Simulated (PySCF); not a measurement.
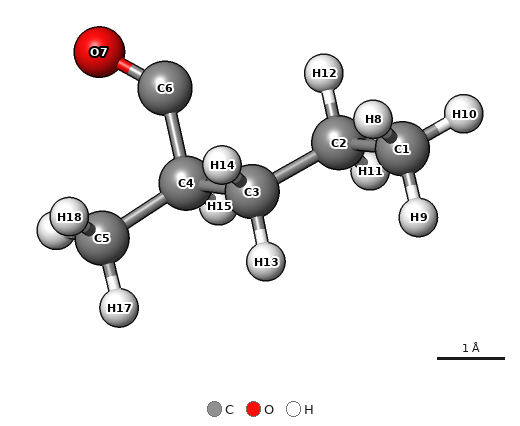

*The structure as given in the input (ball-and-stick view, seen at a tilt; atoms are numbered from 1 in the order of the input).*

Bond lengths as drawn: C–C 1.49 to 1.53 Å, C–H 1.09 to 1.10 Å and C–O 1.19 Å.

**EPR calculation of C6H11O**

C6H11O, multiplicity 2, computed with UKS B3LYP, pcH-1 on C H O, non-relativistic, mean-field spin-orbit, GIAO (PySCF 2.14.0).

It belongs to a series of runs on one base structure; here: H removed from acyl C.

Output
```
UKS, coarse grid
  cycle   1  E = -310.32427278  |g| = 5.81e-01
  cycle   2  E = -309.81533022  |g| = 1.29e+00
  cycle   3  E = -310.44737947  |g| = 1.93e-01
  cycle   4  E = -310.46400425  |g| = 4.98e-02
  cycle   5  E = -310.46508995  |g| = 1.09e-02
  cycle   6  E = -310.46514441  |g| = 3.34e-03
  cycle   7  E = -310.46515013  |g| = 8.70e-04
UKS, final grid
  cycle   1  E = -310.46521311  |g| = 1.01e-03
  cycle   2  E = -310.46521265  |g| = 1.49e-03
  cycle   3  E = -310.46521353  |g| = 3.52e-04
  cycle   4  E = -310.46521358  |g| = 4.15e-05
  cycle   5  E = -310.46521358  |g| = 2.39e-05
E = -310.46521358 Eh   <S^2> = 0.7525 (exact 0.7500)
g shifts (ppm)      1          2          3
  rmc          -224       -224       -224
  gc             37         15         31
  oz_so       -7419       -127       2630
  total       -7606       -336       2437
hyperfine (MHz)  atom isotope    a_iso     a_fc   dipolar eigenvalues
    0   13C       0.26       0.26     -0.38     -0.30      0.67
    1   13C       7.23       7.23     -2.12     -0.81      2.93
    2   13C       3.82       3.82     -1.13     -0.75      1.88
    3   13C     124.37     124.37    -14.59    -13.78     28.37
    4   13C      13.83      13.83     -3.93     -3.52      7.45
    5   13C     325.92     325.92    -52.03    -49.88    101.91
    6   17O     -42.42     -42.42   -105.93     49.16     56.77
    7    1H      -0.05      -0.05     -0.93     -0.83      1.76
    8    1H       1.91       1.91     -0.72     -0.58      1.29
    9    1H       0.35       0.35     -0.78     -0.69      1.47
   10    1H      -0.57      -0.57     -2.16     -1.66      3.82
   11    1H       3.85       3.85     -6.89     -3.36     10.25
   12    1H       0.49       0.49     -2.06     -1.58      3.63
   13    1H       0.41       0.41     -3.45     -2.50      5.95
   14    1H      -9.87      -9.87     -8.90     -4.95     13.86
   15    1H      -2.29      -2.29     -4.15     -1.01      5.16
   16    1H      14.17      14.17     -3.39     -0.63      4.03
   17    1H      -1.86      -1.86     -3.46     -1.56      5.02
```

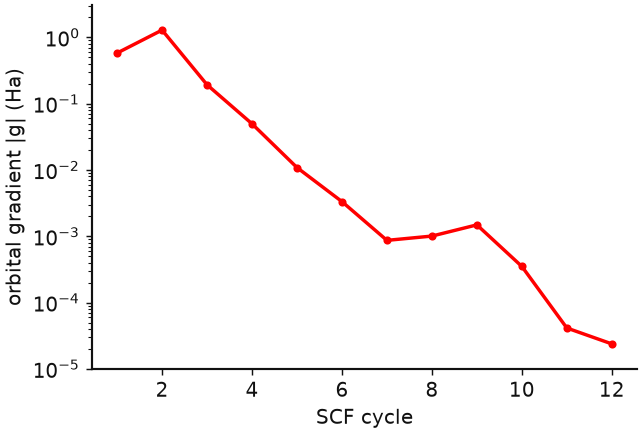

*Convergence of the self-consistent field: orbital gradient |g| against the SCF cycle.*

All cycles printed in the log are drawn one after another.

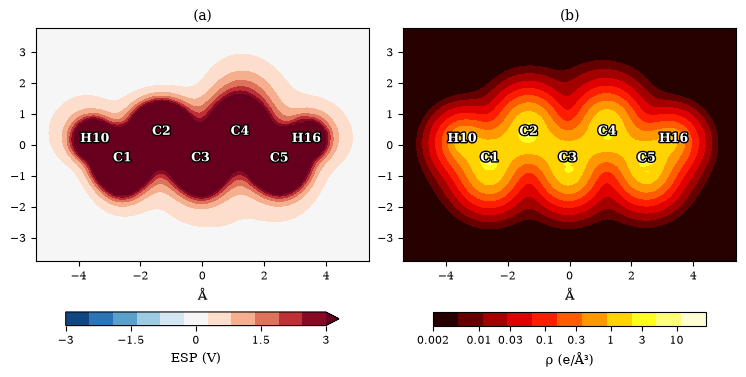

*(a) molecular electrostatic potential; (b) total electron density on the plane of atoms C3, C4 and C5.*

The section cuts through C and H sites. The potential has no marked negative region in this plane.

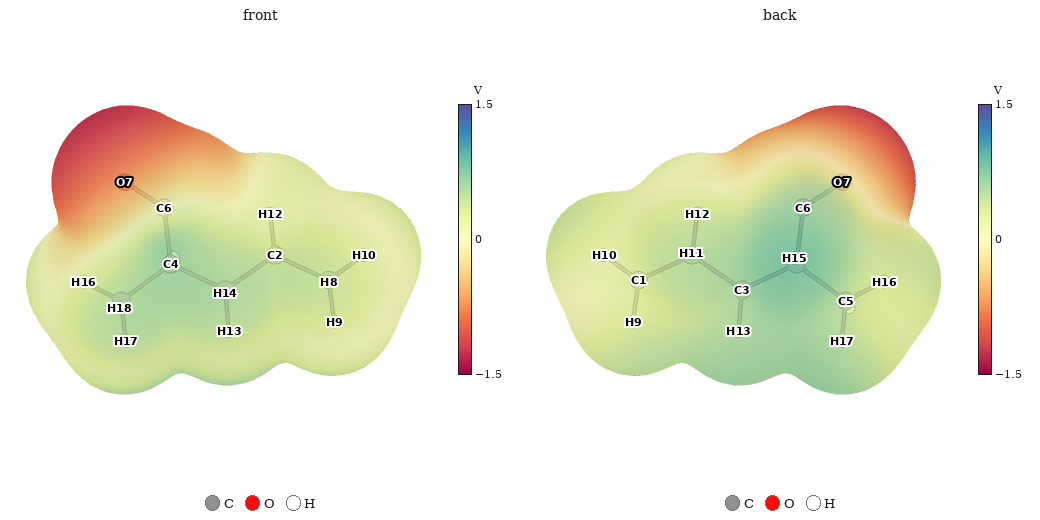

*The electrostatic potential painted on the density surface at 0.001 e/bohr³, seen face on and from behind; the colour scale runs from red (negative) to blue (positive).*

The run was set up as follows.

The input
```
{"job": {"kind": "epr", "basis": "pcH-1"}, "charge": 0, "multiplicity": 2}
C      2.679519     0.125141    -0.197432
C      1.286969     0.666443    -0.495067
C      0.211808    -0.396021    -0.281306
C     -1.200345     0.149389    -0.527185
C     -2.267743    -0.946099    -0.415975
C     -1.485800     1.294905     0.384025
O     -2.485109     1.671060     0.910125
H      2.747000    -0.207854     0.835852
H      2.908052    -0.719074    -0.844829
H      3.430955     0.893916    -0.359388
H      1.248047     1.019830    -1.528051
H      1.074143     1.518324     0.154724
H      0.387564    -1.235371    -0.957529
H      0.274155    -0.774867     0.741225
H     -1.232331     0.590190    -1.532661
H     -3.257025    -0.527084    -0.583145
H     -2.083635    -1.723056    -1.154764
H     -2.244983    -1.393454     0.574964
```

The first line tells a small driver script what to run in PySCF; the rest is the geometry in Å.

Command:
```bash
OMP_NUM_THREADS=1 python <driver script> task.json out
```

Results in brief

- outcome: converged
- total energy: −310.465214 hartree
- ⟨S²⟩: 0.752
- isotropic g: 2.0005
- hardware: 1 CPU thread, shared host
- wall time: 59 s
- peak memory: 0.97 GiB
